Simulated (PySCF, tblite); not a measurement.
# BH₄O₃+, a cluster model of a defect (boric unit): NMR shifts, core binding energies and electronic excitations, part 2 of 2

tblite 0.8.0 and PySCF 2.14.0. Atoms count from 0, parts from 1. The steps go on from the part before.

## (5) Core-electron binding energies: SCAN, X2C

The job: settings as JSON, then the geometry in Å.

```
{"job": {"kind": "xps", "holes": 5}, "charge": 1, "multiplicity": 1}
O     -0.364249     1.364286     0.285303
B     -0.208041     0.106474    -0.078659
O     -0.771409    -0.798332    -0.855408
O      0.979106    -0.478004     0.604309
H     -1.085247     1.899721    -0.065608
H     -1.563483    -0.595746    -1.366733
H      1.549318     0.047192     1.193204
H      1.259028    -1.398379     0.454901
```

With the program's defaults for keys left out, this is: delta-SCF UKS SCAN, pcX-2 on the ionised atom, pcseg-1 elsewhere, spin-free X2C.

Output:

```text
ground state, core basis on atom 0 (O), 107 functions
  cycle   1  E = -252.69389898  |g| = 9.46e-01
  cycle   2  E = -252.45754600  |g| = 1.48e+00
  cycle   3  E = -252.84090645  |g| = 1.18e-01
  cycle   4  E = -252.84256324  |g| = 6.59e-02
  cycle   5  E = -252.84329301  |g| = 1.39e-02
  cycle   6  E = -252.84331775  |g| = 7.52e-03
  cycle   7  E = -252.84332674  |g| = 2.58e-03
  cycle   8  E = -252.84332778  |g| = 2.89e-04
  E(ground) = -252.85059674 Eh
hole in O 1s of atom 0
  cycle   1  E = -232.00676000  |g| = 2.21e+00
  cycle   2  E = -231.73112189  |g| = 2.08e+00
  cycle   3  E = -232.71392446  |g| = 4.88e-01
  cycle   4  E = -232.71839131  |g| = 4.42e-01
  cycle   5  E = -232.79152140  |g| = 4.68e-02
  cycle   6  E = -232.79204439  |g| = 3.10e-02
  cycle   7  E = -232.79237668  |g| = 3.77e-03
  cycle   8  E = -232.79238134  |g| = 1.50e-03
  cycle   9  E = -232.79238292  |g| = 2.87e-04
  E(ion) = -232.80063530 Eh   <S^2> = 0.7602   hole on atom = 1.000   binding energy = 545.587 eV
ground state, core basis on atom 1 (B), 107 functions
  cycle   1  E = -252.81405208  |g| = 9.34e-02
  cycle   2  E = -252.81181321  |g| = 1.39e-01
  cycle   3  E = -252.81526050  |g| = 1.59e-02
  cycle   4  E = -252.81528332  |g| = 1.12e-02
  cycle   5  E = -252.81530497  |g| = 1.96e-03
  cycle   6  E = -252.81530743  |g| = 3.08e-04
  E(ground) = -252.82686593 Eh
hole in B 1s of atom 1
  cycle   1  E = -244.89320177  |g| = 1.17e+00
  cycle   2  E = -244.40867148  |g| = 1.50e+00
  cycle   3  E = -245.15431455  |g| = 5.09e-01
  cycle   4  E = -245.24211194  |g| = 1.78e-01
  cycle   5  E = -245.25270433  |g| = 5.11e-02
  cycle   6  E = -245.25348276  |g| = 1.96e-02
  cycle   7  E = -245.25362262  |g| = 4.99e-03
  cycle   8  E = -245.25363850  |g| = 1.38e-03
  cycle   9  E = -245.25363969  |g| = 2.09e-03
  cycle  10  E = -245.25364176  |g| = 6.03e-04
  cycle  11  E = -245.25364187  |g| = 7.28e-05
  E(ion) = -245.26505795 Eh   <S^2> = 0.7706   hole on atom = 1.000   binding energy = 205.767 eV
ground state, core basis on atom 3 (O), 107 functions
  cycle   1  E = -252.84538369  |g| = 9.83e-02
  cycle   2  E = -252.84501112  |g| = 6.26e-02
  cycle   3  E = -252.84529843  |g| = 4.62e-02
  cycle   4  E = -252.84563353  |g| = 3.24e-03
  cycle   5  E = -252.84563512  |g| = 3.35e-04
  E(ground) = -252.85263978 Eh
hole in O 1s of atom 3
  cycle   1  E = -231.89196179  |g| = 2.21e+00
  cycle   2  E = -231.66274939  |g| = 2.03e+00
  cycle   3  E = -232.61560349  |g| = 4.00e-01
  cycle   4  E = -232.63206897  |g| = 2.87e-01
  cycle   5  E = -232.66197499  |g| = 2.66e-02
  cycle   6  E = -232.66224290  |g| = 3.19e-03
  cycle   7  E = -232.66224791  |g| = 1.18e-03
  cycle   8  E = -232.66224861  |g| = 1.20e-03
  cycle   9  E = -232.66224850  |g| = 3.06e-04
  E(ion) = -232.67125651 Eh   <S^2> = 0.7602   hole on atom = 1.000   binding energy = 549.163 eV
```

It took 17 s on 1 thread of Arm Neoverse N1, shared host; peak memory 0.42 GiB.

The holes in one table. −ε is the ground-state orbital energy:

| hole | stands for | environment | ΔSCF (eV) | −ε (eV) | ⟨S²⟩ |
| --- | --- | --- | --- | --- | --- |
| O1s on O0 | O0, O2 | oxygen bonded to B, H | 545.59 | 523.0 | 0.760 |
| B1s on B1 | B1 | boron bonded to 3 O | 205.77 | 188.7 | 0.771 |
| O1s on O3 | O3 | oxygen bonded to B, 2 H | 549.16 | 526.2 | 0.760 |

Each hole run stands for the others of its class of like atoms.

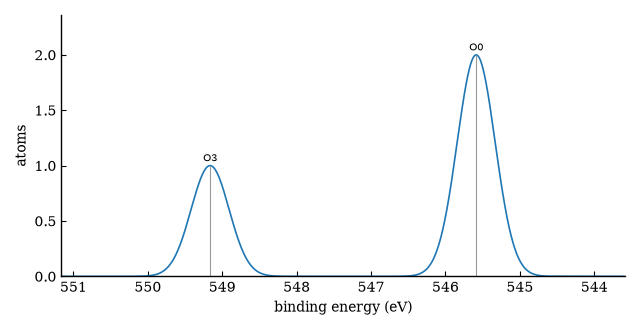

The O1s photoelectron lines, weighted by the number of atoms. Lines are broadened to a width of 0.60 eV (Gaussian).

## (6) Excited states and response: CAM-B3LYP/def2-SVPD

The job, as its differences from that of step 5:

```diff
@@ -1,2 +1,2 @@
-{"job": {"kind": "xps", "holes": 5}, "charge": 1, "multiplicity": 1}
+{"job": {"kind": "uv", "xc": "CAM-B3LYP", "basis": "def2-SVPD", "nstates": 6, "ntriplets": 2, "ip": true}, "charge": 1, "multiplicity": 1}
 O     -0.364249     1.364286     0.285303
```

With the program's defaults for keys left out, this is: TDDFT CAM-B3LYP/def2-SVPD, vertical, gas phase, core orbitals frozen in the response.

Output:

```text
coarse grid: 6824 points
cycle   1  E = -252.3600195080  dE =  9.622e-01  |g| = 8.118e-01  |ddm| = 3.453e+00
cycle   2  E = -252.3390210179  dE =  2.100e-02  |g| = 9.177e-01  |ddm| = 1.495e+00
cycle   3  E = -252.4847221774  dE = -1.457e-01  |g| = 5.260e-02  |ddm| = 7.400e-01
cycle   4  E = -252.4851408122  dE = -4.186e-04  |g| = 2.700e-02  |ddm| = 6.044e-02
cycle   5  E = -252.4852614055  dE = -1.206e-04  |g| = 6.998e-03  |ddm| = 2.079e-02
cycle   6  E = -252.4852702901  dE = -8.885e-06  |g| = 6.597e-04  |ddm| = 5.310e-03
final grid: 66320 points
cycle   7  E = -252.5394933307  dE = -3.782e-05  |g| = 2.942e-03  |ddm| = 3.226e-02
cycle   8  E = -252.5394934824  dE = -1.517e-07  |g| = 3.146e-03  |ddm| = 4.272e-03
cycle   9  E = -252.5394951335  dE = -1.651e-06  |g| = 1.913e-04  |ddm| = 1.929e-03
cycle  10  E = -252.5394951453  dE = -1.180e-08  |g| = 1.141e-04  |ddm| = 3.041e-04
cycle  11  E = -252.5394951476  dE = -2.263e-09  |g| = 2.638e-05  |ddm| = 1.066e-04
cycle  12  E = -252.5394951478  dE = -1.668e-10  |g| = 7.147e-06  |ddm| = 3.194e-05
converged SCF energy = -252.5394951478

Static polarisability (au): isotropic 24.433, principal 18.433 27.005 27.860

Singlet excitations
state   eV       nm        f      main configurations
  1   8.9585    138.4   0.00001   H->L 0.86, H->L+1 0.10
  2   9.6019    129.1   0.01299   H-1->L 0.89
  3  10.0428    123.5   0.01157   H-2->L 0.86
  4  10.1602    122.0   0.00007   H->L+1 0.81, H->L 0.11
  5  10.2928    120.5   0.00001   H-1->L+3 0.95
  6  10.4723    118.4   0.09939   H->L+3 0.60, H-1->L+1 0.29

Triplet excitations (Tamm-Dancoff, eV): 8.7139 8.9343
Vertical ionisation energy (delta-SCF) = 18.4954 eV
Vertical electron affinity (delta-SCF) = 4.0365 eV
```

Wall time 35 s (1 thread of Arm Neoverse N1, shared host); peak memory 0.55 GiB.

Frontier orbitals and where they lie:

| orbital | eV | atoms |
| --- | --- | --- |
| HOMO−3 | -19.48 | O0 39 %, O2 39 %, B1 11 % |
| HOMO−2 | -18.43 | O2 31 %, O0 31 %, O3 22 % |
| HOMO−1 | -17.70 | O2 43 %, O0 43 %, B1 7 % |
| HOMO | -17.07 | O2 43 %, O0 43 %, B1 10 % |
| LUMO | -4.83 | B1 30 %, O3 25 %, H6 14 % |
| LUMO+1 | -3.49 | O2 19 %, O0 19 %, O3 16 % |
| LUMO+2 | -2.86 | O3 46 %, H7 19 %, H6 19 % |

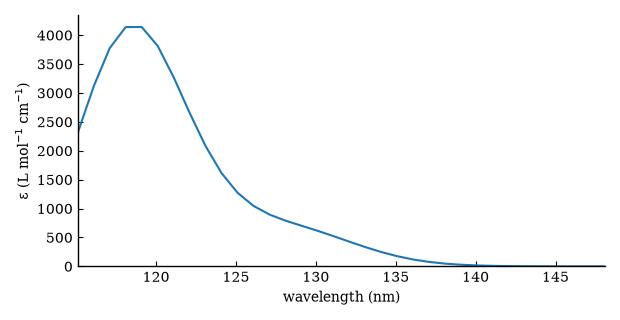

Absorption spectrum: each of the 6 states is a Gaussian band of 0.4 eV half-width at 1/e. Beyond the last state computed it falls off for lack of states.

Further results of this job:

| property | computed |
| --- | --- |
| polarisability (Å³) | 3.62 |
| HOMO–LUMO gap (eV) | 12.24 |
| −ε(HOMO) (eV) | 17.07 |

## (7) Outcome

The summary covers parts 1 to 2.

```
                                                               quantity                         value
                                                            point group                           C2v
                                   rotational constants (main isotopes)          9.68, 9.25, 4.73 GHz
 1H shifts against TMS (PBE0/pcSseg-2, means over atoms taken as alike)                6.83, 5.27 ppm
17O shifts against H2O (PBE0/pcSseg-2, means over atoms taken as alike)                83.6, 59.4 ppm
                            11B shifts against BF3·OEt2 (PBE0/pcSseg-2)                      13.1 ppm
                                       O1s binding energies, SCAN/pcX-2       O3 549.16, O0 545.59 eV
                                       B1s binding energies, SCAN/pcX-2                  B1 205.77 eV
                                   lowest singlet (CAM-B3LYP/def2-SVPD)   8.96 eV (138 nm), f = 0.000
                               brightest single state of those computed  state 6, 10.47 eV, f = 0.099
                                                         lowest triplet                       8.71 eV
                                      vertical ionisation energy (ΔSCF)                      18.50 eV
                                      vertical electron affinity (ΔSCF)                       4.04 eV
```

**Reading.** Over 6 steps the energy fell by 0.107 eV; of the close pairs, B1–O3 changed most, 1.528 to 1.489 Å (PBE0/def2-SVP). At PBE0/pcSseg-2: Shielding is most anisotropic at O0, O2 (span 141 ppm, paramagnetic term -141 ppm). At PBE0/pcSseg-2, counted by nearest atom on the grid, the HOMO lies on O0, O2 about 44 % each, the LUMO on H6, H7 about 33 % each; O3 10 %. O3 (oxygen bonded to B, 2 H) binds its O1s electron 3.58 eV more tightly than O0 (oxygen bonded to B, H). The first singlet state (HOMO→LUMO 0.86, HOMO→LUMO+1 0.10) lies at 8.96 eV and is dark; of the 6 states computed, the strongest absorption comes from state 6 at 10.47 eV (the last computed, so partners may be missing). The lowest triplet lies 0.24 eV below the lowest singlet (triplets in Tamm-Dancoff, singlets in full TDDFT). The orbital energy would give 17.07 eV for ionisation, ΔSCF gives 18.50 eV.
